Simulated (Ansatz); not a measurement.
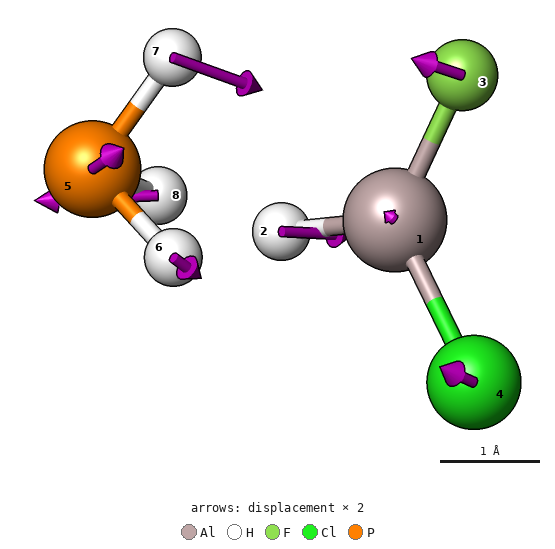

This is a relaxation of AlPH$_{4}$ClF. The starting structure is drawn; purple arrows show the displacements, magnified 2 times. The two geometries are superimposed by the best rigid fit.

Style: ball-and-stick. Shown at a tilt.

The run prepares an end point of a later path (reaction) calculation, from a guessed geometry.

Theory: RKS CAM-B3LYP/def2-SVP in Ansatz. Set-up: no spin polarisation; force threshold 0.03 eV/Å; at most 50 steps.

### Describe the change and its energy.

H8 moves most after the best rigid fit: 0.64 Å. Largest moves by element: H 0.64 Å, F 0.33 Å, P 0.31 Å, Cl 0.26 Å, Al 0.08 Å. Some distances before and after: Al1–P5 3.477 → 3.401 Å, Al1–F3 1.655 → 1.661 Å, Al1–Cl4 2.084 → 2.090 Å. The energy falls by 19.5 kJ/mol in 14 accepted moves (15 points after the start). Largest force component: 0.5 eV/Å at the start, 0.028 eV/Å at the end. The line search rejected the trial step at point 14 of the run.
